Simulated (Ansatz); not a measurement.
**Molecular dynamics, with input and output: CH3Cl2FGe (part 2 of 5)**

The same run, continued: CH3Cl2FGe; RHF/def2-SVP (Ansatz 0.2.0). It belongs to a series of runs on one base structure; here: dynamics from the last frame of an earlier run.

Geometry of the input (Å):
```
Ge 0.0123  -0.0474  0.0323
C  0.1028  -0.0017  1.9556
H  -0.8642  0.1825  2.4436
H  0.4939  -0.9572  2.3448
H  0.7953  0.7752  2.2863
Cl 2.0025  0.1395  -0.7236
F  -0.8759  1.2298  -0.5963
Cl -0.9237  -1.7951  -0.7627
```

**Log, continued**
```
md step   149: t =    74.50 fs  T =  2889.3 K  F+E_penalty+E_count = -85249.56233139 eV  E_kin = 2.987810 eV  (34 SCF iters)
these checks for a lower state are left out or cut short: starts, cluster_reference, orbital_swaps, neighbouring_geometries, increment
1137 factors; integrals over basis functions are off by at most 8.0e-4 eV
mean field -85249.22514068 eV, -3132.8512399198 hartree, gradient 3.7e-5 eV, S^2 0.000000; 0 other end points of the search recorded, 0 dependent functions left out
the calculation of the forces begins
reference -85249.22514068 eV, -3132.8512399198 hartree; 42, 42 occupied and 69, 69 virtual orbitals, 1137 factors
1137 factors; integrals over basis functions are off by at most 8.0e-4 eV
mean field evaluation 1152: about -85246.4779 eV, gradient 3.4e1 eV
mean field -85249.22514068 eV, -3132.8512399198 hartree, gradient 3.7e-5 eV, S^2 0.000000; 1 other end points of the search recorded, 0 dependent functions left out
the calculation of the forces begins
reference -85249.22514068 eV, -3132.8512399198 hartree; 42, 42 occupied and 69, 69 virtual orbitals, 1137 factors
md step   150: t =    75.00 fs  T =  2241.0 K  F+E_penalty+E_count = -85249.22514068 eV  E_kin = 2.317410 eV  (36 SCF iters)
```

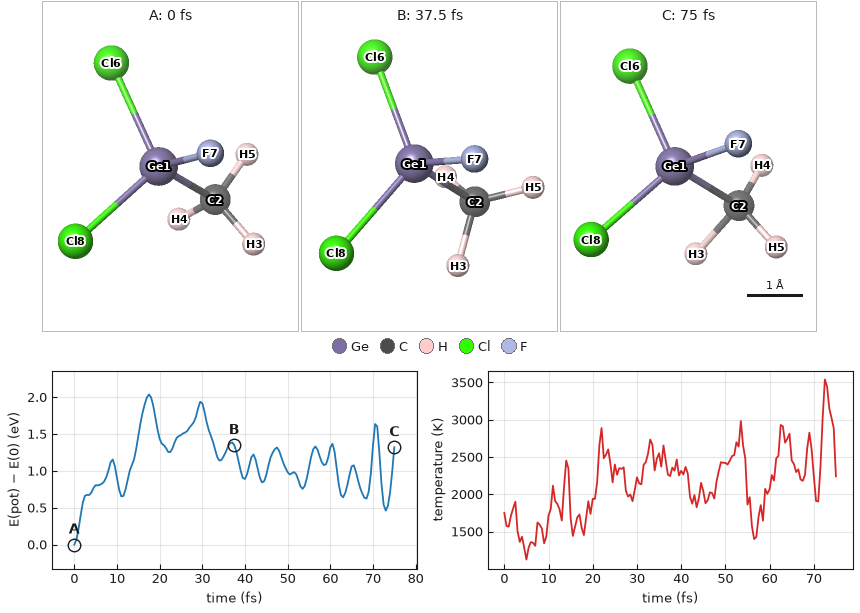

*Frames of the molecular dynamics (ball-and-stick, seen at a tilt) above the curves, on which the letters mark them.*

The trajectory kept here has 151 frames over 75 fs. The temperature starts at 1750 K, ranges from 1124 to 3540 K and averages 2323 K over the second half. The potential energy ends 1.320 eV above its first value. After an unweighted best fit of the last frame on the first, the root-mean-square displacement is 0.98 Å.

```
Total energy: -85249.22514068 eV, -3132.8512399198 hartree
Atom 0 at    -0.227611     0.265834    -0.100682 Å, force    -0.587739     0.175236     2.448945 eV/Å
Atom 1 at    -0.333239     0.014950     1.826759 Å, force    -5.085948    -7.893379    -3.469726 eV/Å
Atom 2 at    -0.369765    -1.273905     1.880071 Å, force     1.327514     4.033170     0.554385 eV/Å
Atom 3 at     0.348903     0.563525     2.278573 Å, force     3.628591     2.154129     2.908204 eV/Å
Atom 4 at    -1.370792     0.132864     2.175599 Å, force     0.480361     0.924279    -0.185541 eV/Å
Atom 5 at     1.651608     0.744977    -0.782965 Å, force     1.787036     0.223346    -0.711000 eV/Å
Atom 6 at    -1.034642     1.745348    -0.225524 Å, force    -1.001676     0.764909    -0.944214 eV/Å
Atom 7 at    -0.957443    -1.383605    -1.162066 Å, force    -0.548139    -0.381691    -0.601054 eV/Å
Dipole moment:    -0.007304    -0.286862     0.339169 e Å
```

**Trajectory as extended XYZ (Å, eV, eV/Å), 90 of the 151 frames kept, from step=0 to step=150**
```
8
Properties=species:S:1:pos:R:3:forces:R:3 step=0 time_fs=0.0 energy=-85250.54487 temperature=1750.0
Ge    0.0123   -0.0474    0.0323    0.6350  -0.8549   0.6500
C     0.1028   -0.0017    1.9556   -0.0678  -0.3324   0.8132
H    -0.8642    0.1825    2.4436    0.1561  -0.0611  -0.3651
H     0.4939   -0.9572    2.3448   -0.1840   0.3017  -0.3244
H     0.7953    0.7752    2.2863   -0.0354   0.0534  -0.2191
Cl    2.0025    0.1395   -0.7236    0.0034  -0.0297  -0.1773
F    -0.8759    1.2298   -0.5963   -0.5706   0.9452  -0.4024
Cl   -0.9237   -1.7951   -0.7627    0.0632  -0.0220   0.0252
8
Properties=species:S:1:pos:R:3:forces:R:3 step=2 time_fs=1.0 energy=-85250.32956 temperature=1565.5
Ge    0.0119   -0.0463    0.0344    0.5659  -0.8657   0.3259
C     0.1128    0.0023    1.9564   -2.6345  -2.9080   1.4503
H    -0.9278    0.1850    2.4427    1.9679  -0.1993  -0.9886
H     0.5157   -0.9734    2.4097   -0.8138   1.2280  -1.0830
H     0.8020    0.7070    2.2765    1.2434   1.9499   0.4957
Cl    2.0116    0.1393   -0.7263   -0.1937  -0.0362  -0.1258
F    -0.8828    1.2409   -0.5930   -0.3273   0.5957  -0.2112
Cl   -0.9377   -1.8009   -0.7692    0.1921   0.2356   0.1367
8
Properties=species:S:1:pos:R:3:forces:R:3 step=3 time_fs=1.5 energy=-85250.14340 temperature=1713.9
Ge    0.0120   -0.0455    0.0353    0.5239  -0.8683   0.2014
C     0.1171    0.0051    1.9580   -3.6554  -3.9710   1.5527
H    -0.9511    0.1885    2.4447    2.5161  -0.2394  -1.1550
H     0.5268   -0.9779    2.4401   -1.0438   1.5344  -1.3894
H     0.8024    0.6835    2.2771    1.9056   2.7779   0.8195
Cl    2.0165    0.1408   -0.7281   -0.2984  -0.0433  -0.0966
F    -0.8873    1.2464   -0.5896   -0.2155   0.4379  -0.1312
Cl   -0.9460   -1.8038   -0.7727    0.2676   0.3717   0.1987
8
Properties=species:S:1:pos:R:3:forces:R:3 step=5 time_fs=2.5 energy=-85249.88243 temperature=1900.0
Ge    0.0119   -0.0435    0.0382    0.5179  -0.7890   0.0332
C     0.1275    0.0144    1.9659   -4.4163  -4.3871   1.7758
H    -0.9884    0.1946    2.4480    3.2816  -0.2494  -1.3097
H     0.5477   -0.9601    2.4858   -1.2849   1.5261  -1.6890
H     0.8262    0.6613    2.3012    2.0416   3.2070   0.8835
Cl    2.0281    0.1472   -0.7333   -0.5498  -0.0704  -0.0245
F    -0.8976    1.2576   -0.5795   -0.0060   0.1315   0.0065
Cl   -0.9620   -1.8101   -0.7777    0.4159   0.6314   0.3242
8
Properties=species:S:1:pos:R:3:forces:R:3 step=7 time_fs=3.5 energy=-85249.87248 temperature=1361.0
Ge    0.0106   -0.0412    0.0419    0.4448  -0.6595  -0.1621
C     0.1348    0.0154    1.9735   -3.0759  -2.5340   2.4365
H    -1.0094    0.1940    2.4430    3.6518  -0.1988  -1.2675
H     0.5613   -0.9272    2.5117   -1.2893   1.0573  -1.6715
H     0.8834    0.6762    2.3247    0.2529   1.7962   0.0526
Cl    2.0360    0.1530   -0.7374   -0.7482  -0.0913   0.0316
F    -0.9083    1.2713   -0.5711    0.2297  -0.2150   0.1666
Cl   -0.9771   -1.8166   -0.7793    0.5343   0.8451   0.4137
8
Properties=species:S:1:pos:R:3:forces:R:3 step=8 time_fs=4.0 energy=-85249.83852 temperature=1430.2
Ge    0.0104   -0.0397    0.0435    0.3880  -0.5857  -0.2610
C     0.1386    0.0122    1.9760   -2.3040  -1.5110   2.8120
H    -1.0149    0.1890    2.4392    3.7513  -0.1748  -1.2335
H     0.5699   -0.9108    2.5259   -1.2635   0.8023  -1.6608
H     0.9123    0.6905    2.3410   -0.6949   1.0287  -0.4031
Cl    2.0388    0.1554   -0.7382   -0.8141  -0.0968   0.0441
F    -0.9131    1.2790   -0.5679    0.3543  -0.3967   0.2554
Cl   -0.9843   -1.8188   -0.7790    0.5829   0.9339   0.4470
8
Properties=species:S:1:pos:R:3:forces:R:3 step=10 time_fs=5.0 energy=-85249.73955 temperature=1124.1
Ge    0.0103   -0.0366    0.0475    0.3040  -0.4410  -0.5487
C     0.1435    0.0048    1.9777   -0.9961   0.0608   3.1641
H    -1.0061    0.1668    2.4139    3.6157  -0.0114  -0.9801
H     0.5818   -0.8769    2.5440   -1.1312   0.1466  -1.5459
H     0.9711    0.7074    2.3754   -2.1210  -0.0041  -1.1068
Cl    2.0435    0.1590   -0.7410   -0.9352  -0.1050   0.0702
F    -0.9224    1.2941   -0.5636    0.5931  -0.7517   0.4319
Cl   -0.9963   -1.8241   -0.7794    0.6708   1.1059   0.5153
8
Properties=species:S:1:pos:R:3:forces:R:3 step=12 time_fs=6.0 energy=-85249.73254 temperature=1358.8
Ge    0.0116   -0.0338    0.0489    0.1588  -0.2625  -0.6967
C     0.1459   -0.0027    1.9845    0.2218   1.4770   2.3622
H    -0.9554    0.1410    2.3851    2.6860   0.2021  -0.4488
H     0.6017   -0.8370    2.5315   -0.7488  -0.9347  -0.9957
H     1.0123    0.7264    2.3977   -2.8914  -0.5371  -1.4645
Cl    2.0477    0.1639   -0.7425   -1.0150  -0.1142   0.0802
F    -0.9324    1.3081   -0.5632    0.8286  -1.0912   0.5911
Cl   -1.0083   -1.8301   -0.7800    0.7601   1.2606   0.5723
8
Properties=species:S:1:pos:R:3:forces:R:3 step=13 time_fs=6.5 energy=-85249.71826 temperature=1349.0
Ge    0.0122   -0.0324    0.0494    0.0754  -0.1790  -0.7718
C     0.1461   -0.0063    1.9878    0.9973   1.9152   1.8099
H    -0.9250    0.1233    2.3683    1.8909   0.3404  -0.0685
H     0.6147   -0.8239    2.5226   -0.5656  -1.3258  -0.7654
H     1.0203    0.7393    2.4049   -3.0982  -0.7222  -1.5500
Cl    2.0497    0.1666   -0.7424   -1.0502  -0.1192   0.0827
F    -0.9379    1.3150   -0.5631    0.9412  -1.2513   0.6611
Cl   -1.0150   -1.8341   -0.7804    0.8092   1.3418   0.6019
8
Properties=species:S:1:pos:R:3:forces:R:3 step=15 time_fs=7.5 energy=-85249.63110 temperature=1621.7
Ge    0.0130   -0.0291    0.0510   -0.0570  -0.0390  -0.9554
C     0.1461   -0.0118    1.9937    3.2552   2.2930   0.5937
H    -0.8595    0.1020    2.3343   -0.4717   0.5778   0.9264
H     0.6400   -0.8157    2.4965   -0.3637  -1.7277  -0.4574
H     1.0210    0.7583    2.4183   -3.2593  -0.9641  -1.6478
Cl    2.0559    0.1711   -0.7429   -1.1518  -0.1325   0.1037
F    -0.9476    1.3289   -0.5616    1.1326  -1.5274   0.7678
Cl   -1.0285   -1.8442   -0.7806    0.9157   1.5199   0.6690
8
Properties=species:S:1:pos:R:3:forces:R:3 step=17 time_fs=8.5 energy=-85249.42858 temperature=1540.7
Ge    0.0110   -0.0246    0.0525   -0.1577   0.0869  -1.1291
C     0.1470   -0.0145    1.9989    6.7571   2.0178  -1.0910
H    -0.7875    0.0802    2.3091   -4.2973   0.9072   2.3272
H     0.6622   -0.8195    2.4626   -0.2507  -1.8855  -0.2854
H     0.9982    0.7602    2.4129   -3.0667  -0.8933  -1.5322
Cl    2.0631    0.1774   -0.7417   -1.2794  -0.1519   0.1388
F    -0.9551    1.3444   -0.5626    1.2828  -1.7580   0.8499
Cl   -1.0439   -1.8530   -0.7791    1.0119   1.6768   0.7216
8
Properties=species:S:1:pos:R:3:forces:R:3 step=19 time_fs=9.5 energy=-85249.47895 temperature=1433.4
Ge    0.0074   -0.0201    0.0521   -0.2378   0.1627  -1.1890
C     0.1525   -0.0179    2.0049    6.2497   2.3804  -2.0775
H    -0.7784    0.0781    2.3031   -4.7218   0.7777   2.4938
H     0.6760   -0.8195    2.4192    0.1093  -2.4618   0.1672
H     0.9546    0.7606    2.3877   -2.4911  -0.5758  -1.2035
Cl    2.0680    0.1855   -0.7389   -1.3672  -0.1715   0.1525
F    -0.9584    1.3593   -0.5647    1.3681  -1.9186   0.9002
Cl   -1.0591   -1.8612   -0.7769    1.0909   1.8070   0.7564
8
Properties=species:S:1:pos:R:3:forces:R:3 step=20 time_fs=10.0 energy=-85249.64292 temperature=1714.1
Ge    0.0044   -0.0181    0.0516   -0.2720   0.2188  -1.1831
C     0.1565   -0.0169    2.0088    4.2363   2.5998  -2.2128
H    -0.7951    0.0798    2.3141   -3.4246   0.5489   2.0507
H     0.6761   -0.8235    2.3908    0.3703  -2.7846   0.4253
H     0.9261    0.7617    2.3693   -2.0030  -0.2769  -0.9257
Cl    2.0699    0.1903   -0.7386   -1.4168  -0.1852   0.1667
F    -0.9591    1.3664   -0.5656    1.3888  -1.9769   0.9087
Cl   -1.0657   -1.8645   -0.7764    1.1211   1.8562   0.7702
8
Properties=species:S:1:pos:R:3:forces:R:3 step=22 time_fs=11.0 energy=-85249.89082 temperature=2115.1
Ge   -0.0017   -0.0148    0.0513   -0.3631   0.3659  -1.1699
C     0.1681   -0.0070    2.0165   -0.5705   1.5158  -2.3506
H    -0.8426    0.0850    2.3480   -0.4440   0.0830   0.9810
H     0.6759   -0.8463    2.3245    0.5713  -2.7431   0.6718
H     0.8539    0.7608    2.3228   -0.2645   1.1156  -0.0226
Cl    2.0730    0.2000   -0.7397   -1.5116  -0.2168   0.2011
F    -0.9604    1.3786   -0.5649    1.4045  -2.0515   0.8910
Cl   -1.0794   -1.8689   -0.7747    1.1778   1.9311   0.7983
8
Properties=species:S:1:pos:R:3:forces:R:3 step=24 time_fs=12.0 energy=-85249.79857 temperature=1869.2
Ge   -0.0068   -0.0116    0.0495   -0.5026   0.4410  -1.0424
C     0.1786    0.0055    2.0262   -4.2377  -2.4515  -2.2984
H    -0.8958    0.0888    2.4037    1.8850  -0.1948  -0.0067
H     0.6868   -0.9062    2.2693   -0.1379  -0.7288   0.4258
H     0.7851    0.7706    2.2638    1.9825   3.2594   1.0491
Cl    2.0768    0.2083   -0.7409   -1.6043  -0.2415   0.2449
F    -0.9618    1.3871   -0.5610    1.3935  -2.0527   0.8266
Cl   -1.0912   -1.8705   -0.7726    1.2215   1.9689   0.8012
8
Properties=species:S:1:pos:R:3:forces:R:3 step=25 time_fs=12.5 energy=-85249.67013 temperature=1796.3
Ge   -0.0093   -0.0104    0.0481   -0.5673   0.4534  -0.9701
C     0.1806    0.0116    2.0304   -4.8146  -4.4647  -2.1710
H    -0.9109    0.0840    2.4291    2.3881  -0.2259  -0.3103
H     0.6930   -0.9499    2.2491   -0.5979   0.7158   0.2818
H     0.7533    0.7918    2.2385    2.6204   3.8340   1.3211
Cl    2.0790    0.2124   -0.7408   -1.6530  -0.2528   0.2666
F    -0.9628    1.3906   -0.5580    1.3844  -2.0427   0.7863
Cl   -1.0966   -1.8716   -0.7713    1.2399   1.9829   0.7956
8
Properties=species:S:1:pos:R:3:forces:R:3 step=27 time_fs=13.5 energy=-85249.46346 temperature=2090.8
Ge   -0.0144   -0.0064    0.0437   -0.6913   0.3781  -0.7992
C     0.1763    0.0220    2.0362   -4.1463  -5.6760  -1.7686
H    -0.9158    0.0771    2.4773    2.6132  -0.2512  -0.6938
H     0.6983   -1.0282    2.2154   -1.0561   2.7824   0.2452
H     0.6996    0.8643    2.1886    2.4142   3.0133   1.2571
Cl    2.0830    0.2213   -0.7395   -1.7458  -0.2695   0.3081
F    -0.9650    1.3959   -0.5520    1.3468  -1.9711   0.6894
Cl   -1.1056   -1.8727   -0.7683    1.2653   1.9939   0.7618
8
Properties=species:S:1:pos:R:3:forces:R:3 step=29 time_fs=14.5 energy=-85249.24739 temperature=2345.1
Ge   -0.0194   -0.0011    0.0397   -0.7827   0.2978  -0.6349
C     0.1615    0.0346    2.0405   -2.0738  -3.4998  -1.4240
H    -0.9109    0.0765    2.5142    2.3967  -0.2599  -0.8765
H     0.6841   -1.0926    2.1792   -1.1118   3.9807   0.4171
H     0.6639    0.9866    2.1538    0.8298  -0.3706   0.8549
Cl    2.0870    0.2339   -0.7382   -1.8482  -0.2952   0.3530
F    -0.9676    1.4007   -0.5443    1.2915  -1.8712   0.5760
Cl   -1.1149   -1.8751   -0.7659    1.2986   2.0181   0.7344
8
Properties=species:S:1:pos:R:3:forces:R:3 step=30 time_fs=15.0 energy=-85249.07034 temperature=1680.2
Ge   -0.0217    0.0011    0.0386   -0.8089   0.2747  -0.5832
C     0.1541    0.0397    2.0404   -1.2849  -2.4402  -1.3988
H    -0.9038    0.0770    2.5235    2.1520  -0.2605  -0.8729
H     0.6723   -1.1147    2.1653   -1.0500   4.2958   0.4997
H     0.6493    1.0473    2.1440    0.2940  -1.7663   0.7323
Cl    2.0883    0.2402   -0.7371   -1.8915  -0.3080   0.3667
F    -0.9699    1.4031   -0.5390    1.2716  -1.8356   0.5270
Cl   -1.1193   -1.8776   -0.7648    1.3176   2.0402   0.7292
8
Properties=species:S:1:pos:R:3:forces:R:3 step=32 time_fs=16.0 energy=-85248.75575 temperature=1566.1
Ge   -0.0260    0.0033    0.0344   -0.8708   0.3616  -0.4259
C     0.1372    0.0480    2.0419    0.1423  -1.2329  -1.7354
H    -0.8783    0.0725    2.5325    1.2326  -0.1855  -0.6054
H     0.6416   -1.1365    2.1418   -0.8652   4.5493   0.6536
H     0.6354    1.1355    2.1415   -0.2941  -3.3873   0.5662
Cl    2.0899    0.2527   -0.7347   -1.9612  -0.3375   0.3830
F    -0.9766    1.4088   -0.5298    1.2717  -1.8339   0.4499
Cl   -1.1267   -1.8814   -0.7629    1.3447   2.0662   0.7141
8
Properties=species:S:1:pos:R:3:forces:R:3 step=34 time_fs=17.0 energy=-85248.54924 temperature=1728.7
Ge   -0.0296    0.0038    0.0275   -1.0480   0.5208  -0.2170
C     0.1174    0.0560    2.0422    1.9729  -0.6345  -2.5812
H    -0.8397    0.0846    2.5396   -0.3192  -0.1483   0.0242
H     0.6116   -1.1307    2.1148   -0.7050   4.5042   0.8437
H     0.6364    1.1856    2.1314   -0.5851  -4.0740   0.5072
Cl    2.0884    0.2666   -0.7318   -1.9961  -0.3684   0.3833
F    -0.9886    1.4138   -0.5193    1.3120  -1.8689   0.3675
Cl   -1.1348   -1.8846   -0.7564    1.3686   2.0693   0.6723
8
Properties=species:S:1:pos:R:3:forces:R:3 step=35 time_fs=17.5 energy=-85248.50882 temperature=1549.0
Ge   -0.0309    0.0026    0.0238   -1.1559   0.6392  -0.1360
C     0.1083    0.0587    2.0408    2.9355  -0.3182  -3.1327
H    -0.8176    0.0955    2.5438   -1.2745  -0.1445   0.4548
H     0.5940   -1.1114    2.0961   -0.5609   4.2926   0.9923
H     0.6352    1.2012    2.1268   -0.6432  -4.2511   0.4680
Cl    2.0884    0.2724   -0.7302   -2.0154  -0.3873   0.3844
F    -0.9939    1.4159   -0.5132    1.3346  -1.8922   0.3213
Cl   -1.1391   -1.8858   -0.7529    1.3799   2.0617   0.6479
8
Properties=species:S:1:pos:R:3:forces:R:3 step=37 time_fs=18.5 energy=-85248.66075 temperature=1677.4
Ge   -0.0327   -0.0013    0.0185   -1.3796   0.8581  -0.0211
C     0.0931    0.0640    2.0380    3.9292   0.6936  -3.9116
H    -0.7837    0.1108    2.5646   -2.6522  -0.0828   1.0926
H     0.5558   -1.0296    2.0730    0.0395   3.1035   1.2576
H     0.6312    1.2060    2.1266   -0.6726  -4.2804   0.3594
Cl    2.0886    0.2824   -0.7237   -2.0355  -0.4242   0.3811
F    -1.0011    1.4182   -0.5001    1.3639  -1.9255   0.2271
Cl   -1.1463   -1.8897   -0.7486    1.4073   2.0578   0.6150
8
Properties=species:S:1:pos:R:3:forces:R:3 step=39 time_fs=19.5 energy=-85248.98178 temperature=1737.0
Ge   -0.0354   -0.0042    0.0144   -1.5438   0.9761   0.0259
C     0.0766    0.0697    2.0300    2.6463   2.5819  -3.6787
H    -0.7886    0.1040    2.5843   -2.5376  -0.0777   0.8886
H     0.5253   -0.9244    2.0699    1.1680   0.6917   1.4366
H     0.6010    1.1800    2.1366   -0.5002  -3.8489   0.2455
Cl    2.0863    0.2934   -0.7137   -2.0257  -0.4526   0.3598
F    -1.0074    1.4185   -0.4876    1.3651  -1.9171   0.1382
Cl   -1.1539   -1.8903   -0.7454    1.4278   2.0465   0.5840
8
Properties=species:S:1:pos:R:3:forces:R:3 step=40 time_fs=20.0 energy=-85249.10986 temperature=1938.9
Ge   -0.0377   -0.0053    0.0132   -1.5872   1.0055   0.0034
C     0.0701    0.0727    2.0230    1.1370   3.7434  -3.1924
H    -0.8019    0.0957    2.5955   -1.9372  -0.0823   0.4358
H     0.5137   -0.8752    2.0760    1.9431  -0.8857   1.5148
H     0.5820    1.1585    2.1420   -0.3344  -3.4402   0.2054
Cl    2.0849    0.2990   -0.7089   -2.0274  -0.4642   0.3492
F    -1.0111    1.4193   -0.4818    1.3694  -1.9227   0.1097
Cl   -1.1581   -1.8900   -0.7445    1.4367   2.0462   0.5741
8
Properties=species:S:1:pos:R:3:forces:R:3 step=42 time_fs=21.0 energy=-85249.19667 temperature=2161.9
Ge   -0.0426   -0.0071    0.0111   -1.6648   1.0076  -0.0174
C     0.0558    0.0799    2.0074   -2.4525   5.2565  -2.0065
H    -0.8456    0.0670    2.6328   -0.2173   0.0216  -0.8791
H     0.5000   -0.7985    2.1070    3.4172  -3.6257   1.7157
H     0.5384    1.1135    2.1455    0.1015  -2.2724   0.2428
Cl    2.0806    0.3105   -0.7008   -2.0290  -0.4807   0.3289
F    -1.0198    1.4223   -0.4675    1.3947  -1.9537   0.0641
Cl   -1.1662   -1.8884   -0.7435    1.4501   2.0468   0.5516
```
